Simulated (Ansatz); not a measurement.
# NH2 (SMILES [NH2]): UCCSD(T)/3-21G

Aim: the vertical doublet–quartet gap of NH2 at UCCSD(T)/3-21G, from 2 runs. 

The results are computed with Ansatz 0.2.0.

48 further runs of the same task are left out: 48 set aside as unsound or not needed.

### 1 Starting point

The species is NH2 (3 atoms), meant as a doublet with charge 0. SMILES: `[NH2]`. The shape is that of a GFN2-xTB optimisation.

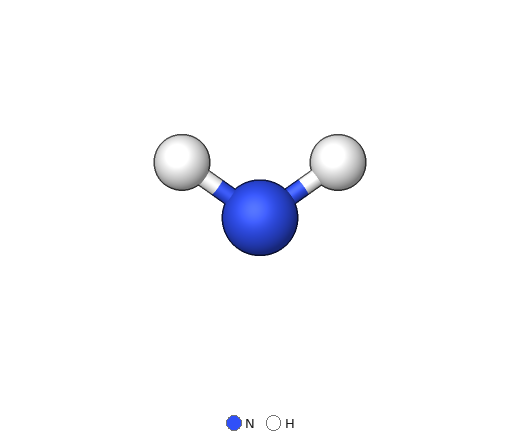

Viewed from a chosen angle; nitrogen blue, hydrogen white.

### 2 The energy at UCCSD(T)/3-21G

Contents of molecule.yaml:

```yaml
crystal:
  periodic: [false, false, false]
  atoms:
    - {symbol: N, position_ang: [0.307180, -0.182210, 0.151440]}
    - {symbol: H, position_ang: [0.155580, 0.820260, 0.174790]}
    - {symbol: H, position_ang: [-0.462760, -0.638040, -0.326220]}
basis:
  gaussian:
    orbitals: 3-21G.json
correlation:
  method: ccsd_t
  frozen_orbitals: {H: 0, "N": 1}
scf:
  omitted_lower_state_checks: [cluster_reference, increment]
accuracy: high
magnetization:
  spin_polarized: true
  initial_magnetization: 1
```

The basis set 3-21G is read from a file made from the Basis Set Exchange's data (not shown).

Started as:

```console
$ ansatz run molecule.yaml --threads 1 --pin off --max-ram 2610MiB --events-out events.jsonl --progress --plain --runs-dir runs
```

Output, cut to the lines that bear on the results:

```text
Warning: RAYON_NUM_THREADS=1 ignored (pool sized by the plan → 1); use --threads N
Functional definition: HF
  name "HF"
[...]
248 factors; integrals over basis functions are off by at most 4.8e-9 eV
[...]
mean field -1503.28808442 eV, -55.2448181371 hartree, gradient 3.6e-8 eV, S^2 0.756244; 0 other end points of the search recorded, 0 dependent functions left out
1 core orbitals not correlated: weight in the atoms' cores, before any rotation towards them, 1.000 or more for the frozen orbitals, at most 0.000 for the correlated occupied ones
reference -1503.28808442 eV, -55.2448181371 hartree; 4, 3 occupied and 8, 9 virtual orbitals, 248 factors
second order -2.24037897 eV of doubles, -0.00000000 eV of singles
cycle   1  -2.48645891 eV  change   -2.5e-1 eV  update   3.2e-2
[...]
cycle  19  -2.60683741 eV  change  -1.1e-10 eV  update  3.5e-10
perturbative correction -0.02859155 eV, -0.0010507199 hartree
Total energy: -1505.92351337 eV, -55.3416683649 hartree
Checks for a lower state left out: cluster_reference, increment
```

Wall time 0.24 s (1 thread of Arm Neoverse V1, shared host).

### 3 The quartet at the same level

Contents of run.yaml:

```yaml
crystal:
  periodic: [false, false, false]
  atoms:
    - symbol: N
      position_ang: [0.307180, -0.182210, 0.151440]
    - symbol: H
      position_ang: [0.155580, 0.820260, 0.174790]
    - symbol: H
      position_ang: [-0.462760, -0.638040, -0.326220]
basis:
  gaussian:
    orbitals: 3-21G.json
magnetization:
  spin_polarized: true
  initial_magnetization: 3
correlation:
  method: ccsd_t
  frozen_orbitals: {H: 0, "N": 1}
accuracy: high
scf:
  omitted_lower_state_checks: [cluster_reference, increment]
```

The basis set 3-21G is read from a file made from the Basis Set Exchange's data (not shown).

Started as:

```console
$ ansatz run run.yaml --threads 1 --pin off --max-ram 2610MiB --events-out events.jsonl --progress --plain --runs-dir runs
```

Output, cut to the lines that bear on the results:

```text
Warning: RAYON_NUM_THREADS=1 ignored (pool sized by the plan → 1); use --threads N
[... 2 set-up lines as earlier in the session ...]
[...]
248 factors; integrals over basis functions are off by at most 4.8e-9 eV
[...]
mean field -1495.58971459 eV, -54.9619082640 hartree, gradient 6.7e-8 eV, S^2 3.752601; 2 other end points of the search recorded, 0 dependent functions left out
1 core orbitals not correlated: weight in the atoms' cores, before any rotation towards them, 1.000 or more for the frozen orbitals, at most 0.000 for the correlated occupied ones
reference -1495.58971459 eV, -54.9619082640 hartree; 5, 2 occupied and 7, 10 virtual orbitals, 248 factors
second order -1.76448949 eV of doubles, -0.00000000 eV of singles
cycle   1  -2.03196566 eV  change   -2.7e-1 eV  update   3.5e-2
[...]
cycle  20  -2.16061135 eV  change   4.0e-11 eV  update  8.3e-10
perturbative correction -0.02412596 eV, -0.0008866126 hartree
Total energy: -1497.77445189 eV, -55.0421958790 hartree
Checks for a lower state left out: cluster_reference, increment
```

Wall time 0.24 s (1 thread of Arm Neoverse V1, shared host).

### 4 What came out

At UCCSD(T)/3-21G, 1 core orbital frozen:

| quantity | value |
| --- | --- |
| doublet: total energy | -55.34167 Eh |
| doublet: correlation energy (1 core orbital frozen) | -96.9 mEh |
| doublet: (T) correction | -1.05 mEh |
| doublet: ⟨S²⟩ of the reference determinant | 0.756 |
| doublet: T1 diagnostic | 0.006 |
| quartet: total energy | -55.04220 Eh |
| quartet: correlation energy (1 core orbital frozen) | -80.3 mEh |
| quartet: (T) correction | -0.89 mEh |
| quartet: ⟨S²⟩ of the reference determinant | 3.753 |
| quartet: T1 diagnostic | 0.006 |
| vertical energy of the quartet above the doublet | 8.149 eV |

**Reading.** At this shape the quartet lies 8.15 eV (188 kcal/mol) above the doublet. The triples (doublet) make up 1.1 % of the correlation energy. The triples (quartet) make up 1.1 % of the correlation energy.
